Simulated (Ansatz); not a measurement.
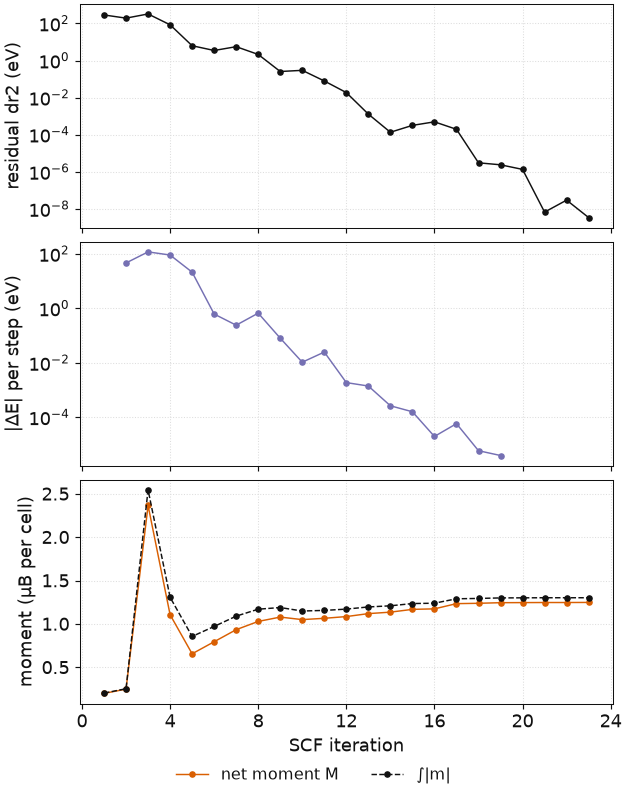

The plot shows the SCF iterations of a calculation: density residual dr2, step-to-step change of the Harris–Foulkes energy, magnetic moments. Energy differences below 3 × 10⁻⁶ eV aren't drawn. dr2 is the charge part; the magnetisation has a residual of its own.

La$_{4}$ZrO (6 atoms in the cell), run with Ansatz.

```
crystal:
  lattice:
    - [0.0, 4.4828269465, 4.4828269465]
    - [4.4828269465, 0.0, 4.4828269465]
    - [4.4828269465, 4.4828269465, 0.0]
  atoms:
    - { symbol: La, position: [0.6234452704, 0.6234452704, 0.1296641888] }
    - { symbol: La, position: [0.6234452704, 0.1296641888, 0.6234452704] }
    - { symbol: La, position: [0.1296641888, 0.6234452704, 0.6234452704] }
    - { symbol: La, position: [0.6234452704, 0.6234452704, 0.6234452704] }
    - { symbol: Zr, position: [0.25, 0.25, 0.25], spin: 0.55 }
    - { symbol: O, position: [0.0, 0.0, 0.0] }
basis:
  ecutwfc: 420
  precision: f64
kpoints:
  mp_grid: { grid: [8, 8, 8] }
hamiltonian:
  xc: pbe
scf:
  occupations: { method: gaussian, width: 0.1 }
  eigensolver: { kind: davidson }
output:
  forces: true
  eigenvalues: true
  stress: true
magnetization:
  spin_polarized: true
```

Command:
```bash
ansatz run input.yaml --threads 1 --pin off --max-ram 2560MiB --backend cpu --events-out ev --progress --plain --runs-dir out
```

Question: Was self-consistency reached?

Answer: Converged, in 23 iterations. The residual falls unevenly and jumps up by a factor of two or more twice on the way down.

Question: How do the moments develop?

Answer: The net moment goes from 0.2 to 1.2 μB per cell, with excursions between 0.2 and 2.4 on the way. ∫|m| ends at 1.3 μB.
